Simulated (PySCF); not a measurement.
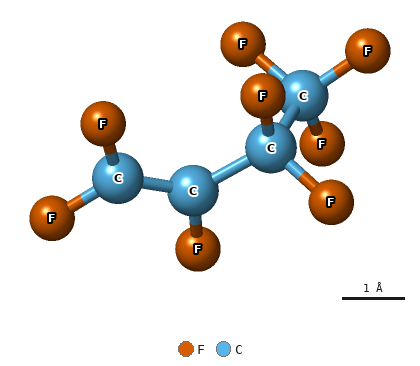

**Figure 1.** The starting structure (ball-and-stick view, seen at a tilt).

C4F8: geometry relaxation

System: C4F8, SMILES FC(F)=C(F)C(F)(F)C(F)(F)F.
Method: PBE0-D3(BJ)/def2-SVP geometry optimisation, gas phase (PySCF 2.14.0).

**Input file**
```
{"job": {"xc": "PBE0", "basis": "def2-SVP", "d3": "d3bj", "grid": 1, "shake": 0.01, "kind": "geom"}, "charge": 0, "multiplicity": 1}
F     -3.107140    -0.050300    -0.414230
C     -1.977990     0.305930     0.100710
F     -2.053780     1.477420     0.680380
C     -0.845240    -0.446360     0.025640
F     -0.929030    -1.633280    -0.615220
C      0.478460    -0.109340     0.597720
F      0.917670    -1.092890     1.428150
F      0.458480     1.024410     1.318610
C      1.542610     0.079100    -0.513310
F      2.696840     0.497380    -0.034770
F      1.749970    -1.061390    -1.181080
F      1.108830     0.981050    -1.401610
```

The first line tells a small driver script what to run in PySCF; the rest is the geometry in Å.

Command:
```bash
OMP_NUM_THREADS=2 python <driver script> task.json out
```

**What the program printed**
```
step   0  E = -949.48040795  max force = 0.040331
step   1  E = -949.48320733  max force = 0.009643
step   2  E = -949.48329113  max force = 0.003694
step   3  E = -949.48354922  max force = 0.002810
step   4  E = -949.48355963  max force = 0.001906
step   5  E = -949.48360129  max force = 0.001216
step   6  E = -949.48362368  max force = 0.000305
step   7  E = -949.48363637  max force = 0.000823
step   8  E = -949.48365096  max force = 0.000877
step   9  E = -949.48366748  max force = 0.000615
step  10  E = -949.48368152  max force = 0.000282
optimisation converged
```

**Trajectory as extended XYZ (Å, eV, eV/Å), 11 frames, from step=0 to step=10**
```
12
Properties=species:S:1:pos:R:3:forces:R:3 step=0 energy=-25836.67790
F    -3.1071   -0.0503   -0.4142   -0.1544  -0.1981  -0.1382
C    -1.9780    0.3059    0.1007    1.3718  -0.0831   0.2958
F    -2.0538    1.4774    0.6804    0.0978  -0.4345  -0.1956
C    -0.8452   -0.4464    0.0256   -2.0739  -0.0834  -0.2533
F    -0.9290   -1.6333   -0.6152    0.2609   0.8566   0.4736
C     0.4785   -0.1093    0.5977    1.0389  -0.1165   0.5358
F     0.9177   -1.0929    1.4282   -0.2354   0.2036  -0.5387
F     0.4585    1.0244    1.3186   -0.2982  -0.0659  -0.3107
C     1.5426    0.0791   -0.5133    0.2642  -0.2166  -1.0128
F     2.6968    0.4974   -0.0348   -0.0411  -0.0301   0.2881
F     1.7500   -1.0614   -1.1811   -0.1714   0.2843   0.4659
F     1.1088    0.9810   -1.4016   -0.0593  -0.1165   0.3900
12
Properties=species:S:1:pos:R:3:forces:R:3 step=1 energy=-25836.75407
F    -3.0975    0.0667   -0.4772    0.0456   0.0561   0.0752
C    -1.9329    0.4205   -0.0100   -0.1826  -0.1169  -0.2249
F    -1.8890    1.6733    0.3234   -0.0657   0.0639   0.0524
C    -0.9113   -0.4327    0.0713    0.4959   0.0129   0.1335
F    -1.0504   -1.6888   -0.3322   -0.0895  -0.0097  -0.0478
C     0.4625   -0.1137    0.6045   -0.2185   0.1014  -0.1608
F     0.8279   -1.0724    1.4668    0.0837  -0.0349   0.0430
F     0.4492    1.0686    1.2374    0.0380  -0.0116   0.0642
C     1.5604   -0.0170   -0.4879   -0.2461   0.0521   0.3527
F     2.7029    0.3526    0.0694    0.0457  -0.0468  -0.1092
F     1.7214   -1.1822   -1.0897    0.0275  -0.0244  -0.1008
F     1.1971    0.8949   -1.3815    0.0660  -0.0420  -0.0774
12
Properties=species:S:1:pos:R:3:forces:R:3 step=2 energy=-25836.75635
F    -3.0974    0.0327   -0.4782    0.1253  -0.0937  -0.0315
C    -1.9399    0.4143   -0.0187   -0.1427   0.1341   0.1165
F    -1.9591    1.6616    0.3410    0.1714   0.0609   0.0525
C    -0.8925   -0.4109    0.0759   -0.1899   0.0736  -0.0141
F    -1.0515   -1.6581   -0.3495    0.1720  -0.1607  -0.0168
C     0.4740   -0.0969    0.6155   -0.0360   0.0559  -0.0902
F     0.8434   -1.0631    1.4700    0.0083  -0.0215   0.0410
F     0.4782    1.0809    1.2576   -0.0861  -0.0468  -0.0512
C     1.5591   -0.0191   -0.4843    0.0749   0.0441  -0.0251
F     2.7243    0.3201    0.0439   -0.0174   0.0034   0.0237
F     1.6889   -1.1852   -1.0947   -0.0420  -0.1119  -0.0109
F     1.2130    0.8935   -1.3841   -0.0378   0.0626   0.0061
12
Properties=species:S:1:pos:R:3:forces:R:3 step=3 energy=-25836.76338
F    -3.0872    0.0350   -0.4814    0.0122   0.1089   0.0129
C    -1.9351    0.4153   -0.0101    0.0649  -0.1445   0.0621
F    -1.9275    1.6582    0.3683   -0.0725  -0.0398  -0.0501
C    -0.8929   -0.4180    0.0747   -0.0736   0.0119   0.0183
F    -1.0207   -1.6691   -0.3545   -0.0035   0.0361  -0.0149
C     0.4668   -0.0939    0.6139    0.0263   0.0505  -0.0132
F     0.8446   -1.0557    1.4710    0.0116  -0.0056   0.0422
F     0.4596    1.0844    1.2538    0.0010  -0.0330  -0.0336
C     1.5472   -0.0165   -0.4880    0.1145   0.0180  -0.0747
F     2.7155    0.3236    0.0323   -0.0233   0.0080   0.0252
F     1.6728   -1.1863   -1.0951   -0.0265  -0.0635   0.0027
F     1.1972    0.8926   -1.3905   -0.0311   0.0530   0.0231
12
Properties=species:S:1:pos:R:3:forces:R:3 step=4 energy=-25836.76366
F    -3.0895    0.0452   -0.4762   -0.0116  -0.0980   0.0060
C    -1.9365    0.4047    0.0070   -0.0808   0.0202  -0.0918
F    -1.9357    1.6491    0.3789    0.0721   0.0052   0.0600
C    -0.8928   -0.4260    0.0808    0.0488  -0.0080   0.0260
F    -1.0094   -1.6755   -0.3561   -0.0560   0.0484  -0.0129
C     0.4701   -0.0940    0.6098   -0.0169   0.0245   0.0276
F     0.8563   -1.0499    1.4710    0.0190   0.0012   0.0163
F     0.4582    1.0859    1.2449    0.0161   0.0102  -0.0091
C     1.5473   -0.0134   -0.4965   -0.0144  -0.0039   0.0298
F     2.7138    0.3302    0.0249   -0.0143  -0.0172  -0.0333
F     1.6702   -1.1858   -1.1013    0.0140   0.0406  -0.0197
F     1.1884    0.8992   -1.3927    0.0240  -0.0233   0.0010
12
Properties=species:S:1:pos:R:3:forces:R:3 step=5 energy=-25836.76479
F    -3.0892    0.0359   -0.4763   -0.0055  -0.0255   0.0269
C    -1.9388    0.4041    0.0072   -0.0179   0.0237  -0.0625
F    -1.9369    1.6481    0.3805    0.0036  -0.0007   0.0341
C    -0.8928   -0.4234    0.0819    0.0249  -0.0183   0.0151
F    -1.0161   -1.6711   -0.3568   -0.0037   0.0023  -0.0107
C     0.4713   -0.0927    0.6103   -0.0215   0.0100   0.0153
F     0.8573   -1.0492    1.4711    0.0138   0.0052   0.0106
F     0.4617    1.0872    1.2454    0.0060   0.0070  -0.0124
C     1.5481   -0.0131   -0.4969   -0.0127  -0.0056   0.0213
F     2.7154    0.3287    0.0235   -0.0064  -0.0123  -0.0204
F     1.6699   -1.1849   -1.1028    0.0058   0.0275  -0.0161
F     1.1905    0.9001   -1.3927    0.0137  -0.0133  -0.0011
12
Properties=species:S:1:pos:R:3:forces:R:3 step=6 energy=-25836.76540
F    -3.0929    0.0253   -0.4638    0.0024  -0.0033   0.0083
C    -1.9412    0.4005    0.0106   -0.0039  -0.0036   0.0157
F    -1.9454    1.6412    0.3954   -0.0013  -0.0091   0.0003
C    -0.8913   -0.4228    0.0816    0.0018  -0.0074   0.0053
F    -1.0118   -1.6699   -0.3602    0.0040   0.0035  -0.0107
C     0.4726   -0.0892    0.6083    0.0018   0.0018   0.0009
F     0.8621   -1.0436    1.4705    0.0002   0.0121   0.0043
F     0.4632    1.0919    1.2410   -0.0003   0.0054  -0.0139
C     1.5480   -0.0112   -0.5006    0.0080  -0.0098  -0.0128
F     2.7169    0.3288    0.0165    0.0020  -0.0013   0.0051
F     1.6686   -1.1825   -1.1077   -0.0069   0.0022  -0.0051
F     1.1915    0.9011   -1.3973   -0.0078   0.0094   0.0026
12
Properties=species:S:1:pos:R:3:forces:R:3 step=7 energy=-25836.76575
F    -3.0968    0.0097   -0.4454   -0.0034   0.0041   0.0021
C    -1.9449    0.3918    0.0224    0.0134  -0.0025   0.0423
F    -1.9552    1.6302    0.4144   -0.0091  -0.0052  -0.0085
C    -0.8889   -0.4244    0.0845   -0.0064  -0.0062  -0.0090
F    -1.0051   -1.6699   -0.3630    0.0135  -0.0029  -0.0048
C     0.4760   -0.0846    0.6045    0.0078  -0.0132  -0.0026
F     0.8724   -1.0351    1.4681   -0.0033   0.0136   0.0017
F     0.4658    1.0983    1.2334   -0.0049   0.0107  -0.0103
C     1.5471   -0.0069   -0.5087   -0.0057  -0.0150  -0.0127
F     2.7177    0.3328    0.0044    0.0078   0.0020   0.0029
F     1.6654   -1.1779   -1.1167   -0.0049   0.0061  -0.0018
F     1.1870    0.9057   -1.4036   -0.0048   0.0086   0.0007
12
Properties=species:S:1:pos:R:3:forces:R:3 step=8 energy=-25836.76615
F    -3.1019   -0.0090   -0.4187   -0.0070   0.0026  -0.0001
C    -1.9489    0.3802    0.0400    0.0163  -0.0010   0.0451
F    -1.9655    1.6168    0.4373   -0.0088  -0.0029  -0.0088
C    -0.8859   -0.4278    0.0892   -0.0057  -0.0015  -0.0183
F    -0.9961   -1.6722   -0.3629    0.0114  -0.0044  -0.0006
C     0.4804   -0.0795    0.5990    0.0092  -0.0199  -0.0017
F     0.8865   -1.0247    1.4640   -0.0009   0.0123   0.0014
F     0.4686    1.1057    1.2233   -0.0043   0.0134  -0.0065
C     1.5449   -0.0007   -0.5205   -0.0084  -0.0124  -0.0136
F     2.7176    0.3407   -0.0135    0.0099   0.0042   0.0024
F     1.6623   -1.1711   -1.1298   -0.0064   0.0015   0.0008
F     1.1783    0.9115   -1.4131   -0.0054   0.0080   0.0000
12
Properties=species:S:1:pos:R:3:forces:R:3 step=9 energy=-25836.76660
F    -3.1078   -0.0310   -0.3817   -0.0077  -0.0022   0.0002
C    -1.9526    0.3664    0.0642    0.0085  -0.0049   0.0316
F    -1.9757    1.6014    0.4653   -0.0024   0.0021  -0.0028
C    -0.8819   -0.4323    0.0963    0.0005   0.0023  -0.0181
F    -0.9858   -1.6761   -0.3589    0.0028  -0.0003   0.0024
C     0.4867   -0.0738    0.5916    0.0062  -0.0164   0.0024
F     0.9061   -1.0124    1.4575    0.0015   0.0099   0.0028
F     0.4733    1.1143    1.2103   -0.0021   0.0104  -0.0034
C     1.5410    0.0067   -0.5372   -0.0110  -0.0046  -0.0020
F     2.7167    0.3522   -0.0396    0.0048   0.0019  -0.0089
F     1.6568   -1.1635   -1.1468   -0.0027   0.0011  -0.0017
F     1.1635    0.9178   -1.4265    0.0016   0.0007  -0.0026
12
Properties=species:S:1:pos:R:3:forces:R:3 step=10 energy=-25836.76698
F    -3.1138   -0.0530   -0.3371   -0.0032  -0.0045   0.0045
C    -1.9557    0.3527    0.0938   -0.0017  -0.0030   0.0122
F    -1.9842    1.5866    0.4979    0.0026   0.0032   0.0033
C    -0.8776   -0.4364    0.1057    0.0026   0.0045  -0.0145
F    -0.9771   -1.6798   -0.3513   -0.0024   0.0005   0.0035
C     0.4944   -0.0677    0.5832    0.0027  -0.0070   0.0072
F     0.9290   -0.9990    1.4494    0.0050   0.0053   0.0028
F     0.4806    1.1237    1.1958    0.0026   0.0055  -0.0045
C     1.5353    0.0137   -0.5578    0.0017   0.0044  -0.0028
F     2.7157    0.3639   -0.0742   -0.0026  -0.0001  -0.0079
F     1.6485   -1.1569   -1.1668   -0.0047  -0.0078  -0.0014
F     1.1452    0.9220   -1.4443   -0.0025  -0.0011  -0.0023
```

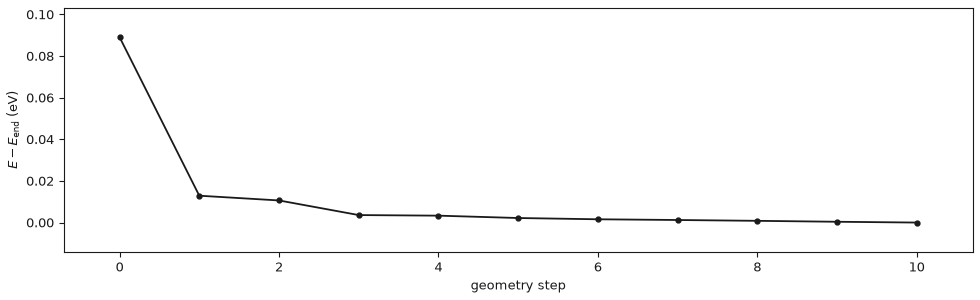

**Figure 2.** Progress of the relaxation, step by step (steps are counted from 0).

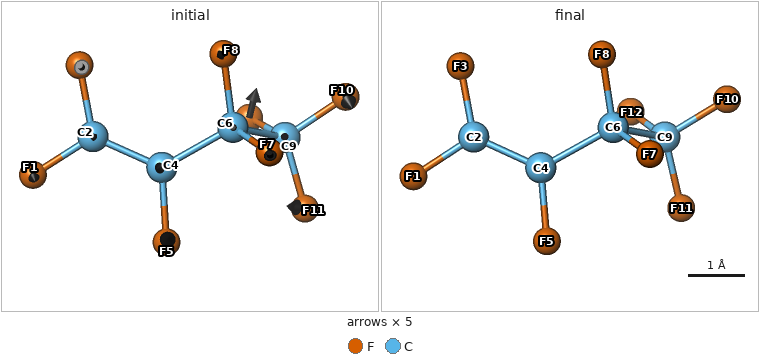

**Figure 3.** Before (left) and after (right) the relaxation, at one scale (ball-and-stick view, seen at a tilt). The black arrows give the displacements, magnified 5 times. The largest moves after the best rigid fit, 0.11 Å, are those of F5 and F12. By element the largest moves are F 0.11 Å, C 0.04 Å. Among the contacts that change: C2–C4 1.362 → 1.336 Å, C4–F5 1.351 → 1.328 Å, C4–C6 1.481 → 1.499 Å, C6–F7 1.360 → 1.344 Å. Among the angles that change: C6–C9–F10 112.3° → 110.2°. The energy falls by 0.089 eV in 10 geometry steps. The largest force component goes from 2.1 to 0.015 eV/Å. (Atoms are counted from 1 in the order of the input.)

**Summary**

| quantity | value |
| --- | --- |
| outcome | converged |
| total energy | −949.483682 hartree |
| dipole moment | 1.05 D |
| point group | C1 |
| hardware | 2 CPU threads, shared host |
| wall time | 95 s (CPU time 4.1 min) |
| peak memory | 0.75 GiB |
